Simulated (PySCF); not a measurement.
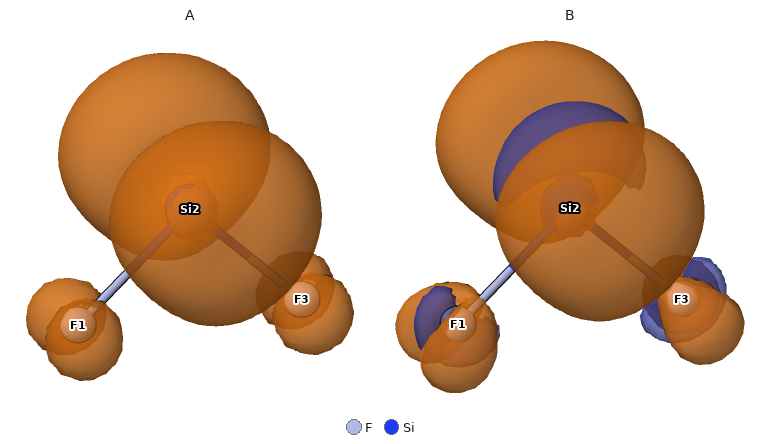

F$_{2}$Si, SMILES `F[Si]F`. The Fukui function f⁺ from two separate SCF calculations and the density of the LUMO, at ±0.03 e/Å³ (orange positive, blue negative).

Computed with PySCF, B3LYP/def2-SVPD, geometry: GFN2-xTB. No frequency check shows the geometry to be a minimum.

Which panel is which, and how good is the frozen-orbital picture?

Answer. B is f⁺ (it has negative regions), A the LUMO density. The LUMO lies on Si2 (85 %) and F1 and F3 (7 % each); f⁺ (Hirshfeld-condensed) is largest on Si2 (0.80); the vertical electron affinity is 0.10 eV (the stability of the anion's solution wasn't checked; the anion's highest orbital has positive energy, so this value and f⁺ depend on the basis). Relaxation shifts 5 % of the electron between atoms. The orbital energy is −2.58 eV.

Run time: 33 s on 1 thread of Intel(R) Xeon(R) Platinum 8259CL CPU @ 2.50GHz (Skylake/Cascade Lake), with other jobs on the host, peak memory 0.31 GiB.
